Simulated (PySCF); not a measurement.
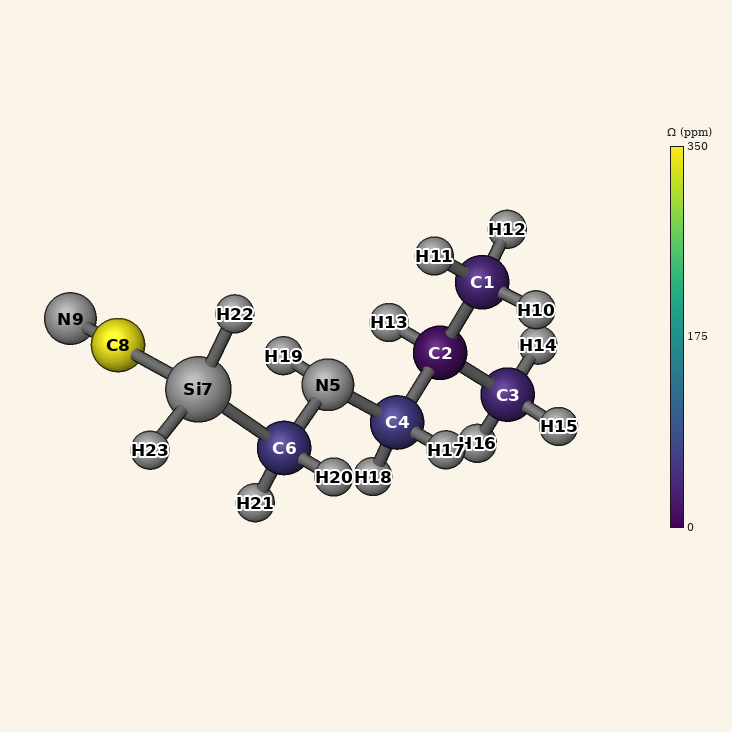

The C atoms are coloured by the span of their shielding tensor. Computed geometry: GFN2-xTB optimisation. No frequency run is at hand to confirm it as a minimum. Level of theory: GIAO PBE0/pcSseg-1 NMR shielding, non-relativistic, gas phase (PySCF 2.14.0). Principal shieldings σ11 ≤ σ22 ≤ σ33, span Ω = σ33 − σ11, skew κ = 3(σiso − σ22)/Ω.

Which C atom has the most anisotropic shielding?

C8, with a span of 340 ppm.

Give the shielding tensors of the C atoms.

```tsv
atom	σ11	σ22	σ33	σiso	Ω	κ
C1	148.8	157.1	186.4	164.1	37.5	0.56
C2	144.5	152.7	160.6	152.6	16.1	−0.01
C3	148.3	154.6	188.9	163.9	40.6	0.69
C4	92.0	112.1	154.3	119.4	62.3	0.35
C6	124.5	135.4	183.5	147.8	59.0	0.63
C8	−52.1	−47.0	287.5	62.8	339.6	0.97
```

Shieldings and span in ppm.

The geometry is semi-empirical. Around Si such bond lengths and angles can be off by a tenth of an ångström or more and by several degrees, and values that hang on the shape move with them.
